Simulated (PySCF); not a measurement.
## Electronic structure of C5H15OPSi2 in real space

```xyz
24

P     5.2630    0.1741    0.5090
Si    3.3646   -0.5687   -0.4252
Si    1.6251    0.3641    0.7536
O     0.3953   -0.3717    0.0062
C    -0.9725   -0.3042    0.2855
C    -1.5838    1.0757    0.0493
C    -3.0798    0.7893   -0.0485
C    -3.1868   -0.6061   -0.6936
C    -1.7725   -1.2039   -0.6608
H     5.1439    1.4632    0.0313
H     6.0710   -0.1988   -0.5420
H     3.5099   -2.0319   -0.3510
H     3.3969   -0.2854   -1.8729
H     1.5891    0.0892    2.2008
H     1.5067    1.8327    0.6733
H    -1.1333   -0.6029    1.3296
H    -1.3348    1.7785    0.8422
H    -1.1969    1.4618   -0.8945
H    -3.5145    0.7751    0.9515
H    -3.6007    1.5489   -0.6291
H    -3.5493   -0.5366   -1.7182
H    -3.8870   -1.2302   -0.1395
H    -1.7627   -2.2434   -0.3393
H    -1.3027   -1.1490   -1.6433
```

Geometry: GFN2-xTB.

Level of theory: PBE0/pcSseg-1, SCF density, gas phase, non-relativistic in PySCF 2.14.0.

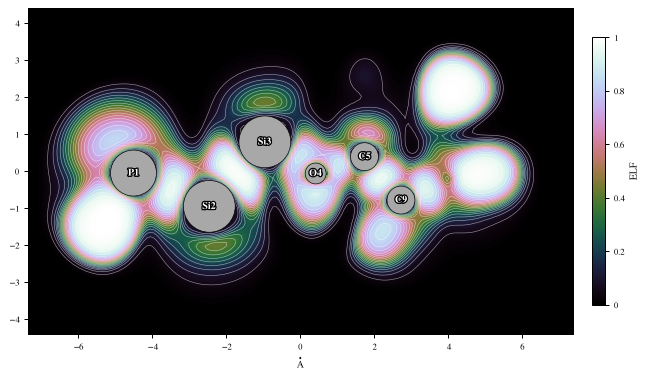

Figure 1. ELF on the plane of atoms Si2, Si3 and O4. Grey discs cover the atomic cores.

Read the bonding off the picture.

Answer. The section cuts through P, Si, O and C sites. C–O (1.40 Å): the ELF peaks at about 0.90 between the atoms: a polar covalent bond. C–C (1.53 Å): the ELF peaks at about 0.95 between the atoms; a covalent bond. Si–O (1.62 Å): the ELF peaks at about 0.85 between the atoms, as expected for a short, strongly polar bond. Si–P (2.24 Å): the ELF peaks at about 0.95 between the atoms: localised, covalent bonding. Si–Si (2.30 Å): the ELF peaks at about 1 between the atoms, as expected for localised, covalent bonding. The ELF also peaks beside O4, away from the bonds: lone-pair regions.

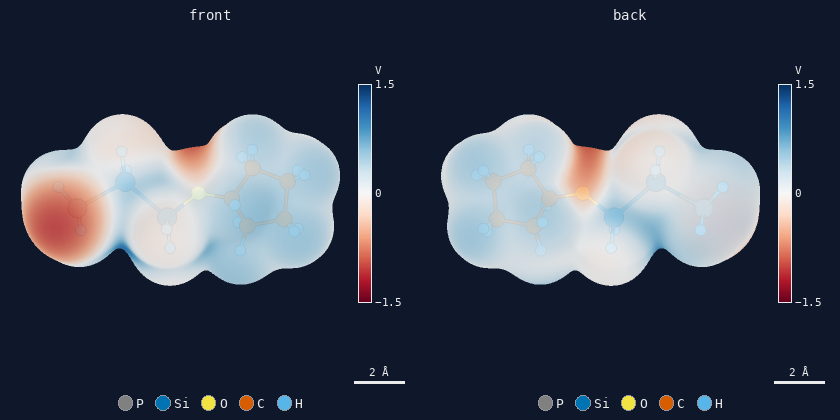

Figure 2. The molecular electrostatic potential painted on the density surface at 0.001 e/bohr³, seen from the front and from behind; red is negative and blue positive.

Describe the electrostatic potential map.

Answer. The most negative region (about −1.0 V) lies over P1, the most positive (about +1.0 V) over Si3.
